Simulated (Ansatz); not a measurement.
## Electronic structure of ClIn···CH$_{5}$N in real space

Input

```
crystal:
  periodic: [false, false, false]
  atoms:
    - { symbol: In, position_ang: [1.85861, -1.598264, 0.292857] }
    - { symbol: H, position_ang: [0.35646, -0.809707, -0.368012] }
    - { symbol: "N", position_ang: [-0.162615, -0.064498, 0.212584] }
    - { symbol: C, position_ang: [-0.360497, 1.148034, -0.568443] }
    - { symbol: H, position_ang: [-0.963557, -0.302549, 0.833309] }
    - { symbol: Cl, position_ang: [0.465171, -2.846102, 1.910805] }
    - { symbol: H, position_ang: [-0.596632, 1.988093, 0.103814] }
    - { symbol: H, position_ang: [-1.168441, 1.076917, -1.321514] }
    - { symbol: H, position_ang: [0.571501, 1.408076, -1.095499] }
basis:
  gaussian: { orbitals: def2-SVP }
hamiltonian:
  xc: b3lyp
  dispersion: d4
relax:
  f_tol: 0.03
  max_steps: 50
output:
  orbitals: {}
```

Launched as:

```sh
ansatz run input.yaml --threads 2 --pin off --max-ram 3072MiB --backend cpu --events-out ev --progress --plain --runs-dir out
```

The fields are those of the run's last geometry, not of the input's.

Core potentials replace the inner electrons of In.

These are results of RKS B3LYP-D4/def2-SVP in Ansatz 0.2.0, not measurements.

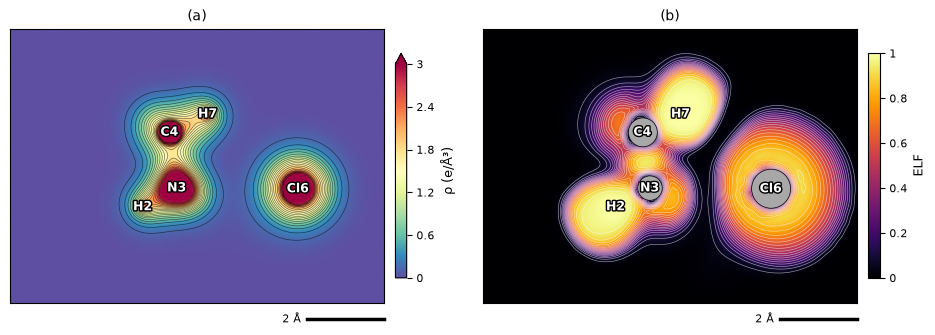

Figure 1. (a) electron density; (b) electron localisation function on the plane of atoms N3, C4 and H7. Grey discs cover the atomic cores in the ELF map.

What does the map show?

- The section cuts through H, N, C and Cl sites.
- C–N (1.47 Å): ρ at the midpoint is about 1.9 e/Å³; the ELF peaks at about 0.95 between the atoms; a shared electron pair.
- N–H (1.02 Å): the density is about 2.8 e/Å³ at the midpoint; the ELF climbs to about 1 towards the hydrogen, as it does in any bond to H; an ordinary covalent bond to hydrogen.
- C–H (1.10 Å): ρ at the midpoint is about 2 e/Å³; the ELF climbs to about 1 towards the hydrogen: a covalent bond by its length.
- The ELF also peaks beside Cl6, away from the bonds: lone-pair regions.

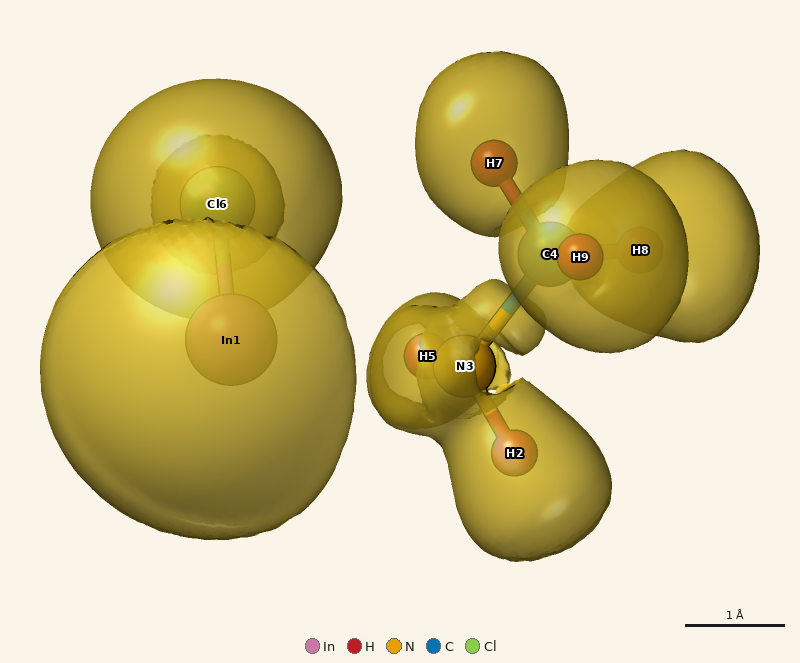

Figure 2. Isosurface of the electron localisation function at 0.75 (yellow), seen across its widest extent. Core shells and regions of very low density are left out.

What do the ELF domains correspond to?

The surface consists of three regions around hydrogen nuclei, one lobe on In, pointing away from the bonds (lone pairs), one region wrapped around Cl (its valence shell) and one joined region spread over several atoms (H, N), in which their bonds and any lone pairs are merged.


In1···N3 (2.64 Å): the ELF dips to about 0.10 between them.

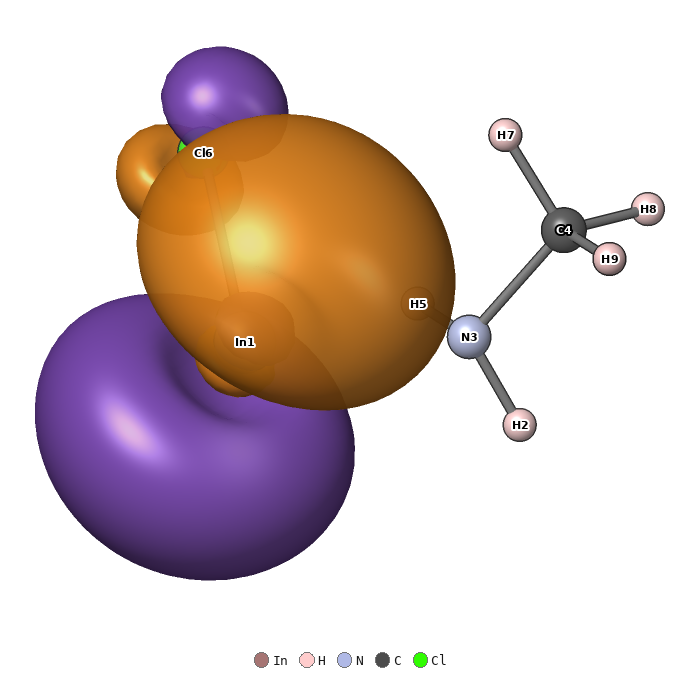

Figure 3. One frontier orbital at ±0.1 Å⁻³ᐟ² (orange and purple are the two phases), seen across its widest extent.

Which orbital is it: HOMO or LUMO?

The LUMO, at −1.45 eV. By Hirshfeld shares it lies mainly on In1 (about 85 %) and Cl6 (about 5 %).

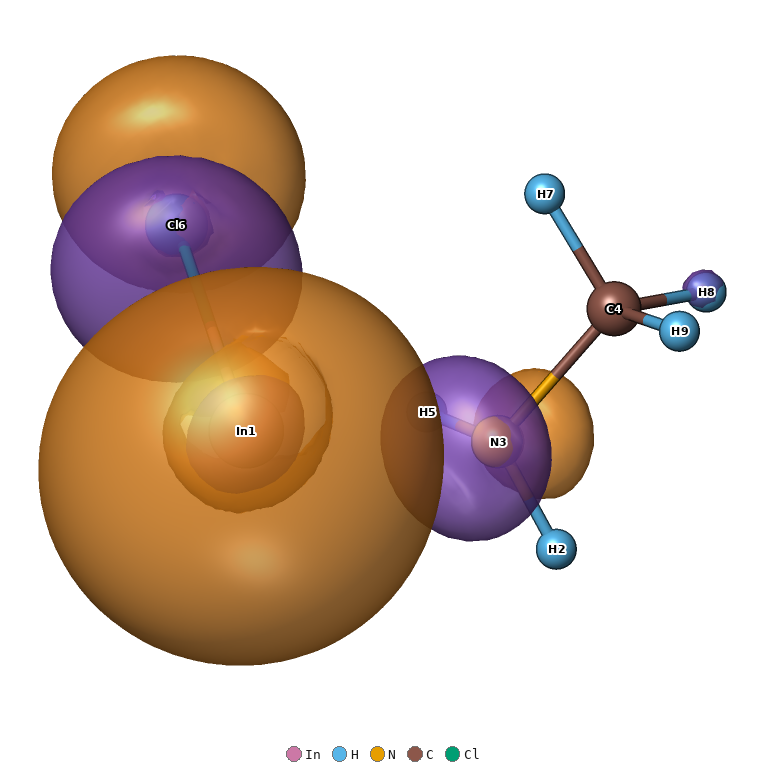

Figure 4. The HOMO at ±0.1 Å⁻³ᐟ² (orange and purple are the two phases), seen at a tilt.

Describe this orbital and give its energy.

Its weight (Hirshfeld) is mainly on In1 (about 55 %), Cl6 (about 35 %) and N3 (about 5 %). Its energy is −6.12 eV.
